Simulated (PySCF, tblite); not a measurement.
# C3H2ClF2O radical: geometry, infrared bands and EPR parameters

Aim: predict the infrared bands and EPR parameters of C3H2ClF2O radical (`FC1(F)OC[C]1Cl`).

Computed with tblite 0.8.0 and PySCF 2.14.0, with density-fitted response routines of our own, on a single molecule in the gas phase. Atoms count from 0, in the outputs and in this text.

### Step 1. The molecule as given

9 atoms, charge 0, multiplicity 2; geometry from: force field or distance geometry start.

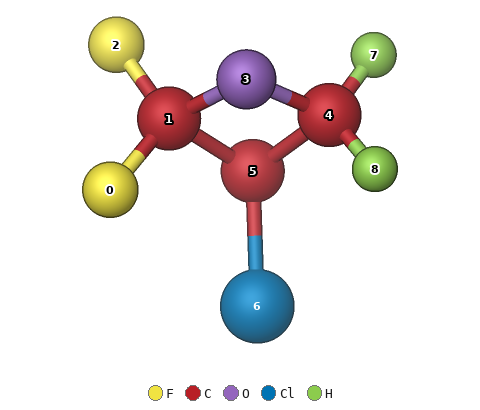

The starting geometry (fluorine yellow, carbon red, oxygen purple, chlorine blue, hydrogen green), atoms numbered.

### Step 2. Relaxing the molecule with GFN2-xTB

Job settings and geometry (Å):

```
{"job": {"kind": "relax", "xc": "GFN2-xTB", "basis": "xTB"}, "charge": 0, "multiplicity": 2}
F      0.271500    -1.776700     0.963800
C     -0.411300    -0.969000     0.075300
F     -1.335900    -1.587100    -0.717100
O     -0.892000     0.167100     0.707100
C     -0.163000     1.098100    -0.025000
C      0.541200    -0.065000    -0.674400
Cl     2.252700    -0.228100    -0.300200
H     -0.759200     1.717100    -0.711700
H      0.509400     1.649500     0.657000
```

Launch:

```
> OMP_NUM_THREADS=1 python probes_run.py task.json out
```

The driver reads the jobs from task.json and runs them one after another.

**Question.** This job is followed by: GFN2-xTB harmonic vibrations, gas phase; UKS B3LYP, pcH-1 on C Cl F H O, non-relativistic, mean-field spin-orbit, GIAO. What will the session give for the following? strongest single infrared mode (GFN2-xTB); zero-point energy (GFN2-xTB); g(iso) (B3LYP); ⟨S²⟩; largest a(iso) (averaged by class); surface potential, least and greatest.

The runs gave:

```
                                 quantity                  value
strongest single infrared mode (GFN2-xTB)  1000 cm⁻¹, 231 km/mol
             zero-point energy (GFN2-xTB)          29.2 kcal/mol
                           g(iso) (B3LYP)                2.00580
                                     ⟨S²⟩     0.754 (exact 0.75)
       largest a(iso) (averaged by class)   13C on C5, 187.7 MHz
    surface potential, least and greatest     -1.02 V and 1.41 V
```

Relaxing lowered the energy by 0.552 eV in 40 steps; the close pair that moved most is C5–Cl6, from 1.760 to 1.668 Å. All 21 modes are real, so the xTB geometry is a minimum. The strongest single mode, at 1000 cm⁻¹, moves mainly C1. Unscaled tight-binding wavenumbers are off by several per cent, some by more. Its intensities can rank the bands wrongly. C5 carries the largest spin population, 0.86 e. The isotropic g lies 3.5 ppt above the free-electron value.
